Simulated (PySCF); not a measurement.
Consider C7H13NO.

Input file:

```
{"job": {"kind": "nmr", "xc": "PBE0", "basis": "pcSseg-1"}, "charge": 0, "multiplicity": 1}
C      3.642223     0.269355     0.249566
C      2.435440    -0.624108     0.459112
O      2.426852    -1.576429     1.207665
N      1.366452    -0.269842    -0.293534
C      0.083690    -0.927112    -0.189676
C     -0.958953    -0.036004     0.474346
C     -1.511749     1.131256    -0.366115
C     -2.941225     0.684663    -0.024038
C     -2.381335    -0.615478     0.573352
H      3.411086     1.288171     0.553364
H      4.468871    -0.102274     0.847267
H      3.928966     0.272097    -0.799494
H      1.406192     0.573428    -0.843412
H     -0.255989    -1.220051    -1.189516
H      0.243798    -1.825702     0.411415
H     -0.577826     0.294775     1.442070
H     -1.234831     2.131438    -0.038631
H     -1.281612     1.029957    -1.425867
H     -3.418391     1.321687     0.717482
H     -3.615303     0.565891    -0.869627
H     -2.722607    -0.867856     1.574234
H     -2.524161    -1.478477    -0.073951
```

Command:

```sh
OMP_NUM_THREADS=1 python probes_run.py task.json out
```

Geometry: GFN2-xTB.

The calculation used PySCF 2.14.0, PBE0/pcSseg-1, SCF density, gas phase, non-relativistic.

Predict the electron density and electron localisation function between the atoms.

C–O (1.21 Å): ρ is about 3.3 e/Å³ halfway; the ELF peaks at about 0.85 between the atoms (a multiple bond).
C–N (1.35 Å): ρ is about 2.3 e/Å³ halfway; the ELF peaks at about 0.90 between the atoms: localised, covalent bonding.
C–C (1.52 Å): ρ at the midpoint is about 1.7 e/Å³; the ELF peaks at about 0.95 between the atoms, as expected for a shared electron pair.
N–H (1.01 Å): ρ at the midpoint is about 2.9 e/Å³; the ELF climbs to about 1 towards the hydrogen, as it does in any bond to H (a covalent bond by its length).

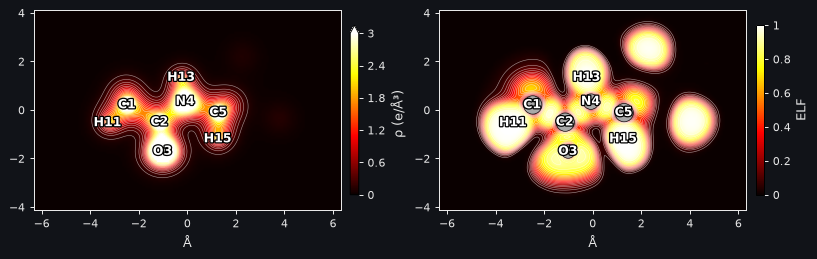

Computed electron density and electron localisation function on the plane of atoms O3, C2 and N4, in this order. Grey discs cover the atomic cores in the ELF map. 
